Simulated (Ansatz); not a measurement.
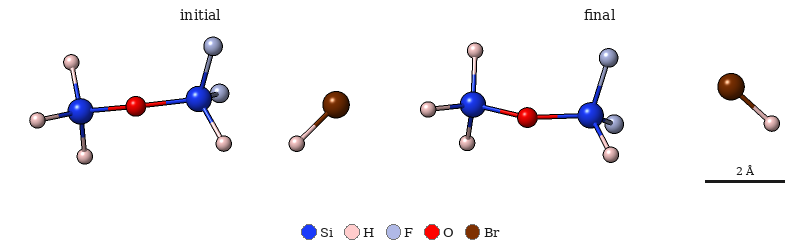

The structure of Si₂H₅OBrF₂ before (left) and after (right) a relaxation, at one scale.

A ball-and-stick model, seen at a tilt.

The run prepares an end point of a later path (reaction) calculation, from a guessed geometry.

Theory: Ansatz, RKS PBE0-D4/def2-SVP.

The input:
```yaml
crystal:
  periodic: [false, false, false]
  atoms:
    - { symbol: Si, position_ang: [-0.114899, 0.004737, 0.018765] }
    - { symbol: H, position_ang: [0.086559, 0.025611, 1.469941] }
    - { symbol: F, position_ang: [1.286519, 0.239413, -0.722312] }
    - { symbol: O, position_ang: [-1.159084, 1.163702, -0.423365] }
    - { symbol: Si, position_ang: [-2.605807, 1.588383, -1.150218] }
    - { symbol: H, position_ang: [-3.734115, 0.894754, -0.455327] }
    - { symbol: H, position_ang: [-2.747861, 3.064665, -1.01925] }
    - { symbol: H, position_ang: [-2.587207, 1.195195, -2.587894] }
    - { symbol: F, position_ang: [-0.69149, -1.423334, -0.438826] }
    - { symbol: Br, position_ang: [1.948052, -2.433075, 1.506557] }
    - { symbol: H, position_ang: [1.154833, -1.34435, 2.159928] }
basis:
  gaussian: { orbitals: def2-SVP }
hamiltonian:
  xc: pbe0
  dispersion: d4
relax:
  f_tol: 0.03
  max_steps: 50
```

Launched with:
```bash
ansatz run input.yaml --threads 4 --pin off --max-ram 5120MiB --backend cpu --events-out ev --progress --plain --runs-dir out
```

Q: Summarise the run.

A: H11 moves most after the best rigid fit: 2.00 Å. Largest moves by element: H 2.00 Å, F 0.80 Å, Br 0.70 Å, Si 0.47 Å, O 0.37 Å. Near-neighbour distances that change, for instance: Si1–Br10 3.523 → 3.733 Å, Br10–H11 1.497 → 1.423 Å, Si1–F3 1.603 → 1.609 Å, O4–Si5 1.674 → 1.668 Å. Groups turn about Si1–O4 by about 35°. The energy falls by 0.201 eV in 25 accepted moves (28 points after the start). The largest force component goes from 1.3 to 0.024 eV/Å. The line search rejected the trial steps at points 5, 15, 24 of the run. The forces were under the threshold at step 14, but the run went on from there. Cost: 93 s on 4 threads of Arm Neoverse V1, with other jobs on the host, peak memory 0.38 GiB.
